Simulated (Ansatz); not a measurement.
## Electronic structure of C₂H₆ClFSi₂ in real space

```xyz
12

C    -0.5148   -0.9424    1.5752
Si    0.6485   -0.4084    0.1902
Cl    2.5430    0.2781    1.0403
Si    0.7886    1.3423   -2.4621
C    -0.1437    1.0756   -0.7840
F    -1.5381    0.6522   -0.8943
H    -0.1326   -1.8297    2.0871
H    -1.4961   -1.1639    1.1439
H    -0.6285   -0.1345    2.3041
H    -0.3309    0.6294   -3.2698
H     0.9981   -1.5188   -0.7572
H    -0.1166    1.9651   -0.1393
```

These are results of Ansatz, RKS PBE0-D4/6-31G, not measurements.

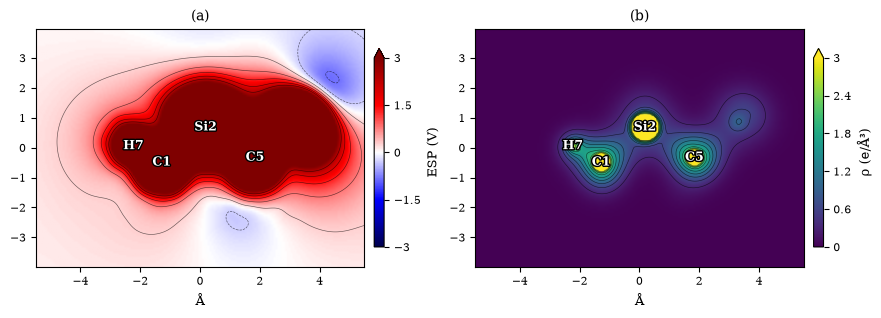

Figure 1. (a) electrostatic potential; (b) electron density on the plane of atoms Si2, C1 and H7.

Describe what can be read from this map.

Answer.
- Atoms in the plane: C, Si and H.
- C–Si (1.89 Å): ρ at the midpoint is about 0.83 e/Å³.
- C–H (1.09 Å): ρ at the midpoint is about 1.8 e/Å³.
- C–Si (1.94 Å): ρ is about 0.76 e/Å³ halfway.
- Outside the dense part of the molecule the potential is most negative (−0.8 V) near Si4, which lies off the plane.

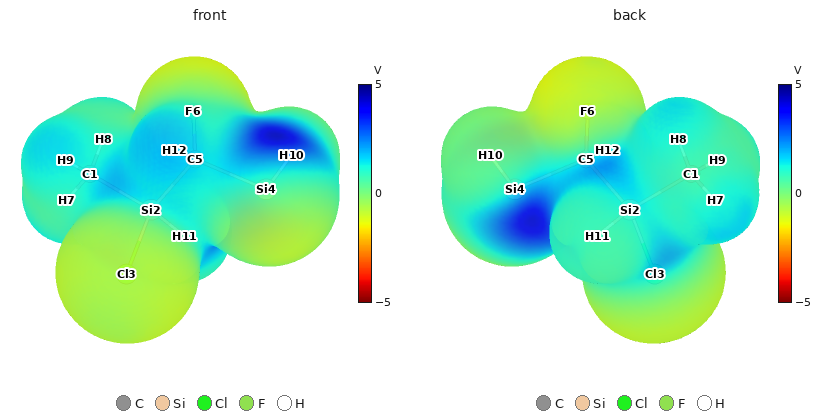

Figure 2. The electrostatic potential painted on the density surface at 0.004 e/bohr³, seen from the front and from behind; the colour scale runs from red (negative) to blue (positive).

Which sites attract a positive test charge, and which a negative one?

Answer. A positive charge is drawn to the negative regions and a negative charge to the positive ones. The most negative region (about −1.2 V, or −28 kcal/mol for a unit charge) lies over F6, the most positive (about +3.9 V, or +90 kcal/mol for a unit charge) over Si4.

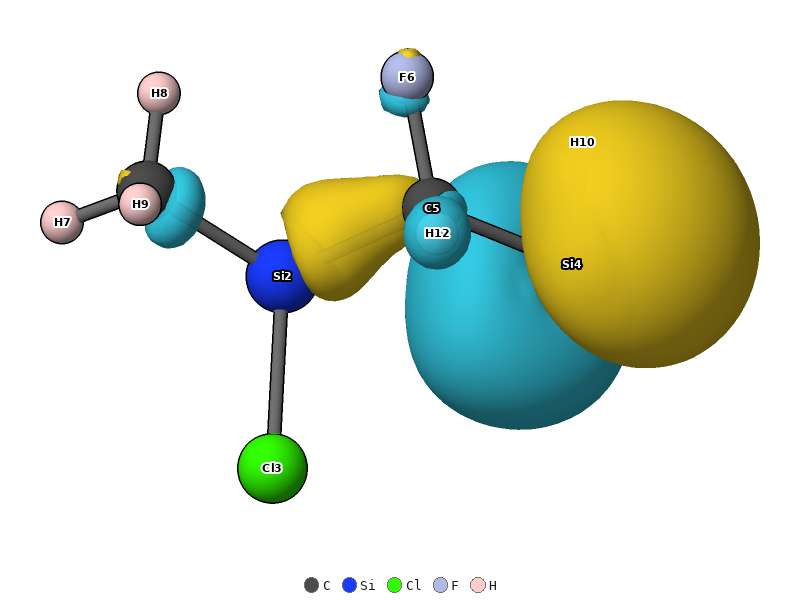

Figure 3. The LUMO at ±0.1 Å⁻³ᐟ² (yellow and cyan are the two phases), seen at a tilt.

Where does this orbital lie, and at what energy?

Answer. It lies mainly on Si4 (about 80 %). Its energy is −3.17 eV.

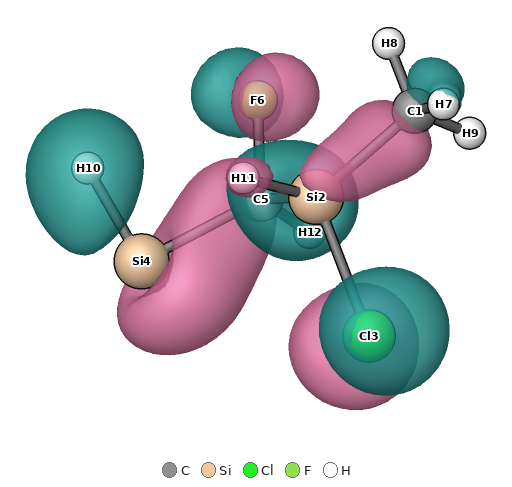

Figure 4. The HOMO−1 at ±0.1 Å⁻³ᐟ² (teal and pink are the two phases), seen at an oblique angle.

Where does this orbital lie, and at what energy?

Answer. It lies mainly on Cl3 (about 25 %), C5 (about 20 %), Si4 (about 20 %), F6 (about 15 %), Si2 (about 10 %) and H10 (about 10 %). Its energy is −8.47 eV.
